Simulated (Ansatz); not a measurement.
Breaking the Cd1–H2 bond in CdH2Se (SMILES [SeH][CdH]) (multiplicity 1 held, fragments rigid). Energies count from the point at 1.673 Å.
Geometry at that point (charge 0, multiplicity 1):
```xyz
4

Cd    -0.57783    -0.43492    -0.71649
H     -1.52690    -1.15540    -1.89055
Se     0.83269     0.66553     1.01516
H      0.95137    -0.59637     1.76637
```

Restricted levels (R-, RO-) in cc, def2 and unpolarised 6-31G sets keep to the state of the molecule at rest. Active spaces are followed from a long bond inwards. Levels need not reach the same state.

Cores are frozen in the correlated methods. Filled d and f shells under p-block atoms count as core.

The values were computed with Ansatz (Gaussian basis) for Hartree–Fock, density functionals and correlated methods. Values without a source in brackets are computed. In def2 rows elements past Kr take small-core potentials, without spin–orbit coupling.

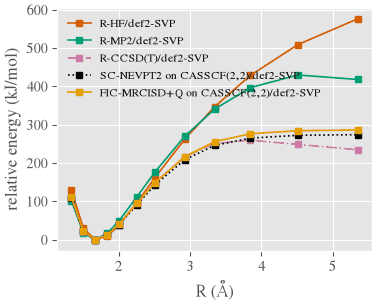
Fig. 1. Relative energy along the coordinate

Doubts at one or more of the structures used: a restricted determinant that unrestricted orbitals would lower (R-HF/def2-SVP, R-MP2/def2-SVP, R-CCSD(T)/def2-SVP); other coupled-cluster roots lie near (R-CCSD(T)/def2-SVP); T1 above 0.05 (R-CCSD(T)/def2-SVP).

Ansatz is an electronic-structure program.
